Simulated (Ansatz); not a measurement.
# Phonon calculation, with input and output: CH4ClGa

System: CH4ClGa.
Method: RKS r2SCAN-D4/def2-SVP (Ansatz 0.2.0).

It belongs to a series of runs on one base structure; here: vibrations at the highest image of the band.

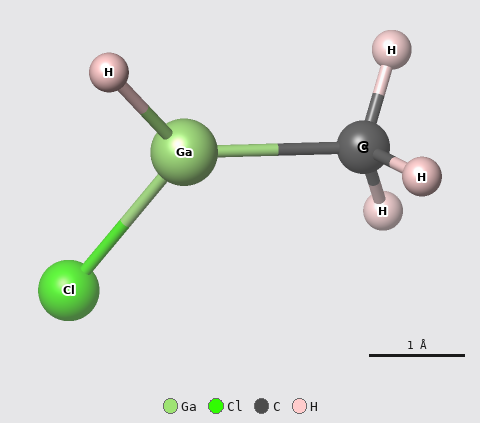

Fig. 1: The structure as given in the input (ball-and-stick view, seen at a tilt). Sticks mark near contacts. Bond lengths as drawn: Cl–Ga 2.17 Å, C–Ga 1.95 Å, C–H 1.10 Å and Ga–H 1.56 Å.

**Input**
```yaml
crystal:
  periodic: [false, false, false]
  atoms:
    - { symbol: Ga, position_ang: [0.514273, -0.229891, 0.832065] }
    - { symbol: Cl, position_ang: [1.921331, -1.82581, 0.420221] }
    - { symbol: C, position_ang: [-0.583308, 0.349446, -0.67081] }
    - { symbol: H, position_ang: [-0.419557, -0.28802, -1.551005] }
    - { symbol: H, position_ang: [0.553082, 0.276539, 2.303577] }
    - { symbol: H, position_ang: [-1.650989, 0.326939, -0.399462] }
    - { symbol: H, position_ang: [-0.334933, 1.390698, -0.934486] }
basis:
  gaussian: { orbitals: def2-SVP }
hamiltonian:
  xc: r2scan
  dispersion: d4
phonons: {}
```

Hardware: 2 threads of Intel Xeon (Sapphire Rapids), 64 GiB of memory available, shared host.

Launch command:
```bash
ansatz run input.yaml --threads 2 --pin off --max-ram 3072MiB --backend cpu --events-out ev --progress --plain --runs-dir out
```

**The program's output**
```
Engine: ansatz 0.2.0, x86_64-unknown-linux-gnu
Functional definition: r2SCAN
  parameter k0 = 0.174
  parameter k1 = 0.065
  parameter a1 = 4.9479
  exchange = r2scan_x(k0 = k0, k1 = k1, a1 = a1)
  correlation = r2scan_c
940 factors; their error is unknown
mean field evaluation 1: about -65984.7683 eV, gradient 5.4e1 eV
mean field evaluation 2: about -65976.4743 eV, gradient 7.6e1 eV
mean field evaluation 4: about -65991.3611 eV, gradient 2.0e0 eV
mean field evaluation 8: about -65991.3666 eV, gradient 4.8e-2 eV
mean field evaluation 16: about -65991.3231 eV, gradient 1.0e-5 eV
mean field -65991.32309405 eV, -2425.1363931811 hartree, gradient 1.0e-5 eV, S^2 0.000000; 0 other end points of the search recorded, 0 dependent functions left out
the calculation of the forces begins
reference -65991.32310427 eV, -2425.1363935565 hartree; 29, 29 occupied and 55, 55 virtual orbitals, 940 factors
these checks for a lower state are left out or cut short: stability, starts, cluster_reference, orbital_swaps, neighbouring_geometries, increment
940 factors; their error is unknown
mean field -65991.32305248 eV, -2425.1363916532 hartree, gradient 2.3e-6 eV, S^2 0.000000; 0 other end points of the search recorded, 0 dependent functions left out
[... from here on the field's lines of each further geometry are left out, up to the last ...]
the calculation of the forces begins
reference -65991.32308664 eV, -2425.1363929088 hartree; 29, 29 occupied and 55, 55 virtual orbitals, 940 factors
these checks for a lower state are left out or cut short: stability, starts, cluster_reference, orbital_swaps, neighbouring_geometries, increment
940 factors; their error is unknown
mean field -65991.32307934 eV, -2425.1363926406 hartree, gradient 1.3e-6 eV, S^2 0.000000; 0 other end points of the search recorded, 0 dependent functions left out
the calculation of the forces begins
reference -65991.32308956 eV, -2425.1363930160 hartree; 29, 29 occupied and 55, 55 virtual orbitals, 940 factors
WARN: phonons: modes at or below zero, which the zero-point energy, F, S and C_V leave out: 1, the lowest at -22.07 cm⁻¹. A minimum has none, and a first-order saddle one
Total energy: -65991.35215526 eV, -2425.1374611608 hartree
Atom 0 at     0.514273    -0.229891     0.832065 Å, force     0.001147    -0.000787    -0.000559 eV/Å
Atom 1 at     1.921331    -1.825810     0.420221 Å, force    -0.000339     0.001139     0.001200 eV/Å
Atom 2 at    -0.583308     0.349446    -0.670810 Å, force    -0.004511    -0.002178     0.000851 eV/Å
Atom 3 at    -0.419557    -0.288020    -1.551005 Å, force     0.000689     0.000739    -0.000603 eV/Å
Atom 4 at     0.553082     0.276539     2.303577 Å, force     0.000573    -0.000584    -0.000089 eV/Å
Atom 5 at    -1.650989     0.326939    -0.399462 Å, force     0.001309     0.000851    -0.000392 eV/Å
Atom 6 at    -0.334933     1.390698    -0.934486 Å, force     0.001132     0.000819    -0.000408 eV/Å
Dipole moment:    -0.370916     0.362738    -0.057623 e Å
Vibrations: -22.07 147.68 405.60 411.27 585.23 602.75 700.24 771.03 1206.67 1419.42 1425.62 2005.29 3038.43 3138.67 3171.16 cm⁻¹, zero-point energy 1.179651 eV
```

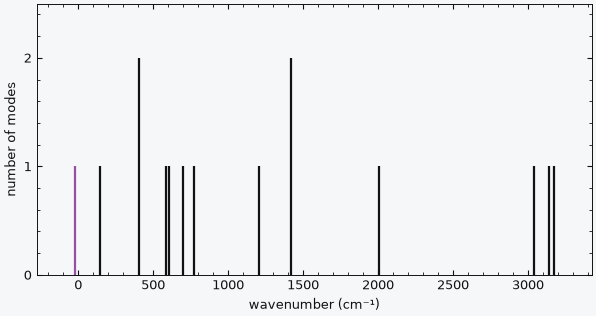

Fig. 2: Harmonic vibrational wavenumbers from the force constants; neighbouring modes closer than 15 cm⁻¹ are counted in one stick, and imaginary ones are drawn at negative wavenumbers. 15 modes from 22i to 3171 cm⁻¹, 1 imaginary beyond 8i (22i cm⁻¹): not a clean minimum; so soft a mode can be a shallow saddle, an incomplete relaxation or noise of the force constants.

**Summary**

```json
{"quantity": "outcome", "value": "converged"}
{"quantity": "total energy", "value": "−65991.3522 eV"}
{"quantity": "mean-field energy", "value": "−65991.3231 eV"}
{"quantity": "largest force (length of the vector)", "value": "0.005 eV/Å"}
{"quantity": "wall time", "value": "35 s (CPU time 65 s)"}
{"quantity": "peak memory", "value": "0.16 GiB"}
```
